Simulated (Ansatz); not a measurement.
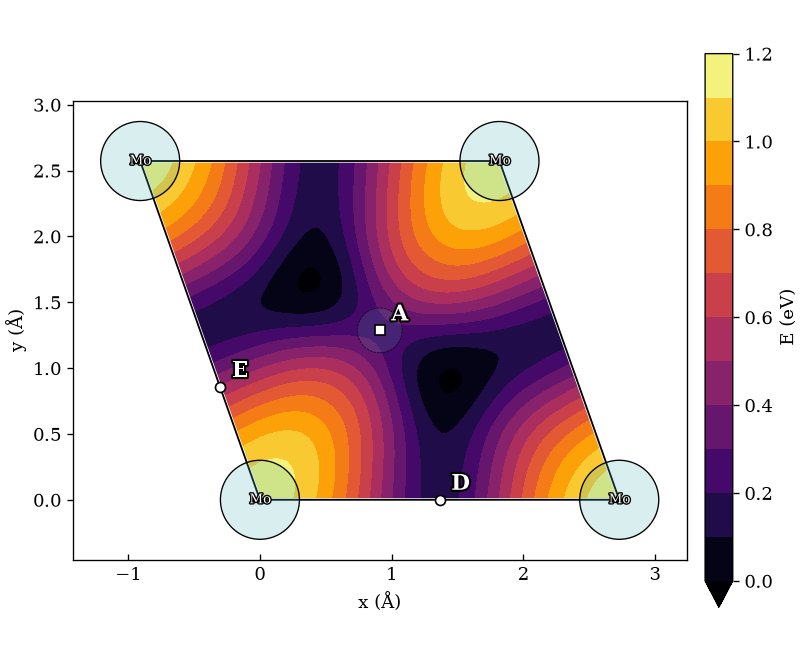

H on a Mo(110) slab cut from the Im-3m phase, its upper half relaxed before the scan (3 atoms of substrate and one adsorbate in a 1 × 1 cell). H is moved over the surface cell; relaxed at each place: the height of the adsorbate's atoms; substrate rigid; the origin of the map has the adsorbate above Mo3. Places are given modulo a cell vector. The map is drawn in real space over the plane of the surface. The grid has 6 × 6 points; 13 points were computed and 23 follow by symmetry. Energies: eV, counted from the lowest grid point. With one adsorbate in each 1 × 1 cell, its nearest image is 2.7 Å away, so neighbouring adsorbates interact. Theory: Ansatz, DFT r2SCAN, scalar-relativistic, plane waves, PAW. Settings: cutoff 500 eV, k-mesh 10×10×1, gaussian smearing 0.1 eV, no spin polarisation.

The picture shows filled contours, labelled circles for the atoms of the top layer and small ones for the second layer, the outline of one cell of the plane, lettered points. Between grid points the surface is interpolated.

### Is A the lowest point of the computed grid?

No. A lies 0.28 eV above the lowest grid point, which is at (2/6, 4/6) of the cell vectors [nearest 1 Mo at 1.85 Å].
